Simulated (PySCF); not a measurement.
## Run report: C7H12S, NMR shielding calculation

The run: NMR shielding calculation of C7H12S. Method and program: GIAO KT3/pcSseg-1 NMR shielding, non-relativistic, IEF-PCM methanol (PySCF 2.14.0).

The geometry comes from this level: GFN2-xTB. Figures and captions count atoms from 1; the log counts them from 0 in places.

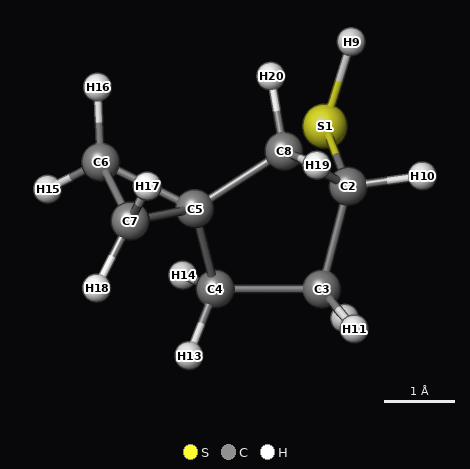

*The structure (ball-and-stick view, seen at a tilt; atoms are numbered from 1 in the order of the input).*

Bond lengths as drawn: C–C 1.50 to 1.53 Å, C–H 1.08 to 1.09 Å, C–S 1.84 Å and H–S 1.33 Å.

## Results in brief

```json
{"quantity": "outcome", "value": "converged"}
{"quantity": "total energy", "value": "−679.417680 hartree"}
{"quantity": "HOMO", "value": "−5.59 eV"}
{"quantity": "LUMO", "value": "−0.27 eV"}
{"quantity": "dipole moment", "value": "2.20 D"}
{"quantity": "isotropic shielding, S", "value": "558.5 ppm"}
{"quantity": "isotropic shielding, C", "value": "131.6 to 168.2 ppm"}
{"quantity": "isotropic shielding, H", "value": "27.7 to 31.3 ppm"}
{"quantity": "hardware", "value": "1 CPU thread, shared host"}
{"quantity": "wall time", "value": "26 s"}
{"quantity": "peak memory", "value": "1 GiB"}
```

## Input file
```
{"job": {"xc": "KT3", "basis": "pcSseg-1", "solvent": "methanol", "kind": "nmr", "pop": false}, "charge": 0, "multiplicity": 1}
S     -1.690064    -0.155929     2.157920
C     -1.664762    -0.224383     0.316508
C     -1.009347    -1.531353    -0.112873
C      0.486331    -1.254396     0.043751
C      0.638096     0.232793    -0.252016
C      1.806709     0.998180     0.288486
C      1.697148     0.736413    -1.184778
C     -0.755044     0.848507    -0.273200
H     -2.258308     1.045265     2.238793
H     -2.702367    -0.138750    -0.009694
H     -1.255543    -1.723120    -1.159262
H     -1.344814    -2.378259     0.484480
H      1.087744    -1.871054    -0.623580
H      0.793306    -1.462649     1.070838
H      2.554848     0.457755     0.848698
H      1.645317     2.005740     0.641737
H      1.456746     1.565974    -1.833506
H      2.375631     0.022731    -1.627711
H     -1.066792     1.052487    -1.301802
H     -0.799985     1.784725     0.284177
```

The first line tells a small driver script what to run in PySCF; the rest is the geometry in Å.

Launch command:
```bash
OMP_NUM_THREADS=1 python <driver script> task.json out
```

## What the program printed
```
coarse grid: 16672 points
cycle   1  E = -679.3039608279  dE =  8.363e-01  |g| = 5.505e-01  |ddm| = 4.085e+00
cycle   2  E = -679.2149404545  dE =  8.902e-02  |g| = 7.980e-01  |ddm| = 1.554e+00
cycle   3  E = -679.3911255530  dE = -1.762e-01  |g| = 1.037e-01  |ddm| = 1.002e+00
cycle   4  E = -679.3934191699  dE = -2.294e-03  |g| = 3.451e-02  |ddm| = 1.501e-01
cycle   5  E = -679.3937028744  dE = -2.837e-04  |g| = 7.860e-03  |ddm| = 3.684e-02
cycle   6  E = -679.3937163135  dE = -1.344e-05  |g| = 3.071e-03  |ddm| = 1.050e-02
cycle   7  E = -679.3937185883  dE = -2.275e-06  |g| = 6.266e-04  |ddm| = 3.557e-03
final grid: 154672 points
cycle   8  E = -679.4176764023  dE = -3.067e-04  |g| = 6.591e-03  |ddm| = 7.810e-02
cycle   9  E = -679.4176740500  dE =  2.352e-06  |g| = 5.056e-03  |ddm| = 7.092e-03
cycle  10  E = -679.4176780308  dE = -3.981e-06  |g| = 2.861e-03  |ddm| = 7.991e-03
cycle  11  E = -679.4176801421  dE = -2.111e-06  |g| = 3.616e-04  |ddm| = 3.254e-03
cycle  12  E = -679.4176801740  dE = -3.197e-08  |g| = 9.465e-05  |ddm| = 4.602e-04
cycle  13  E = -679.4176801761  dE = -2.101e-09  |g| = 2.228e-05  |ddm| = 1.050e-04
cycle  14  E = -679.4176801763  dE = -1.330e-10  |g| = 4.444e-06  |ddm| = 3.341e-05
```

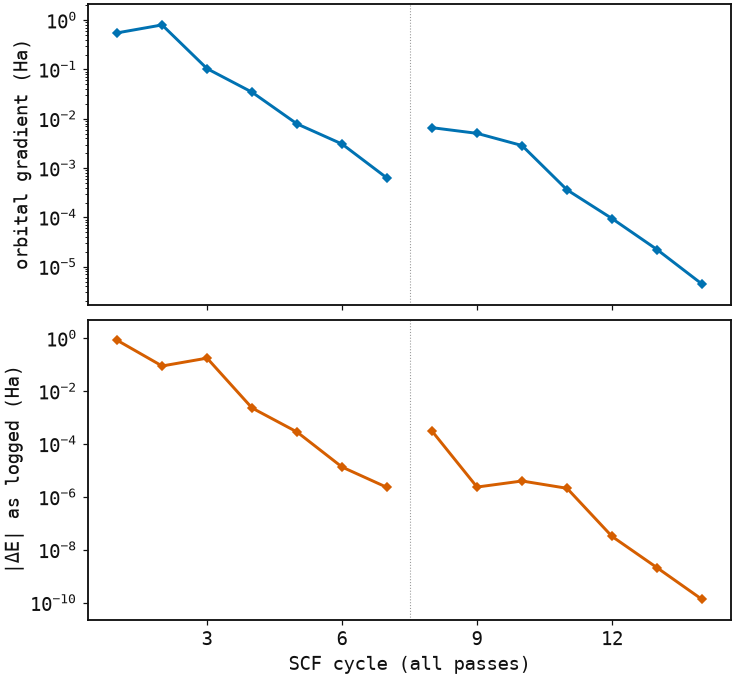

*Convergence of the self-consistent field: orbital gradient and size of the energy change against the SCF cycle. The dotted line marks the change from a coarse to the final integration grid.*

The first 7 cycles use a coarse grid, the final grid takes over at cycle 8, and the field converges after 14 cycles in all.

```
converged SCF energy = -679.4176801763

GIAO shielding tensors (ppm)
atom      isotropic    diamagn.    paramagn.     s11        s22        s33       span
  0 S      558.458    1058.802    -500.344    348.288    522.556    804.529    456.241
  1 C      134.128     251.984    -117.857    123.321    134.595    144.467     21.146
  2 C      147.419     249.142    -101.723    123.453    152.215    166.587     43.134
  3 C      145.991     245.403     -99.412    115.117    144.352    178.504     63.386
  4 C      163.947     249.724     -85.777    127.974    148.822    215.044     87.070
  5 C      165.908     251.378     -85.470    132.579    172.340    192.806     60.227
  6 C      168.192     252.292     -84.099    134.760    172.876    196.941     62.180
  7 C      131.581     246.227    -114.646    106.958    131.800    155.984     49.026
  8 H       29.627      30.714      -1.086     22.588     27.237     39.056     16.468
  9 H       27.668      31.475      -3.808     21.508     27.297     34.198     12.690
 10 H       29.499      30.894      -1.395     24.596     27.338     36.562     11.966
 11 H       29.884      30.088      -0.204     25.299     27.843     36.508     11.209
 12 H       30.101      30.845      -0.744     24.905     29.124     36.274     11.369
 13 H       29.380      30.857      -1.477     25.642     27.997     34.500      8.858
 14 H       31.182      31.233      -0.051     26.080     28.316     39.149     13.070
 15 H       31.060      31.559      -0.499     26.111     28.176     38.893     12.782
 16 H       31.279      31.599      -0.320     25.518     28.637     39.683     14.166
 17 H       31.127      31.508      -0.381     25.544     28.432     39.403     13.860
 18 H       29.168      31.719      -2.551     23.635     28.846     35.022     11.387
 19 H       30.125      32.729      -2.604     25.956     29.768     34.651      8.695
```

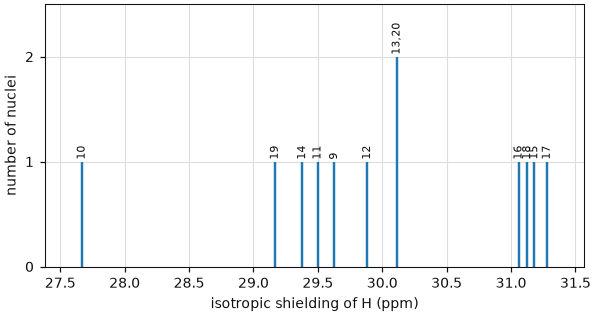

*Isotropic shieldings of the hydrogen nuclei in this fixed geometry, labelled by atom number; shielding grows to the right, so chemical shift grows to the left.*

The least shielded is H10 (27.7 ppm), the most shielded H17 (31.3 ppm).
